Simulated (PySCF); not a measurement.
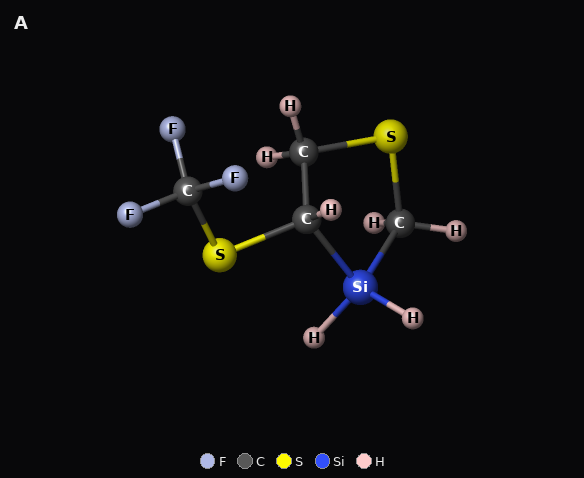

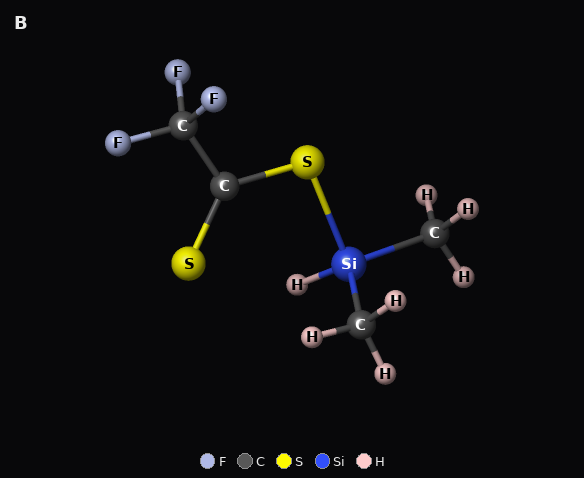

2 stationary structures of one formula. Geometries: GFN2-xTB. Electronic energies: PBE0/pcSseg-1 (PySCF 2.14.0), without zero-point energy. No frequency run is at hand to confirm each as a minimum. Each is one conformer, not always the lowest.

> Are they conformers, stereoisomers or constitutional isomers?

They are constitutional isomers of C4H7F3S2Si: A `FC(F)(F)S[C@@H]1CSC[SiH2]1`, B `C[SiH](C)SC(=S)C(F)(F)F`.

> Rank them by energy, lowest first.

B is lowest; A lies 0.813 eV above it.

The geometry is semi-empirical. Around Si such bond lengths and angles can be off by a tenth of an ångström or more and by several degrees, and values that hang on the shape move with them.
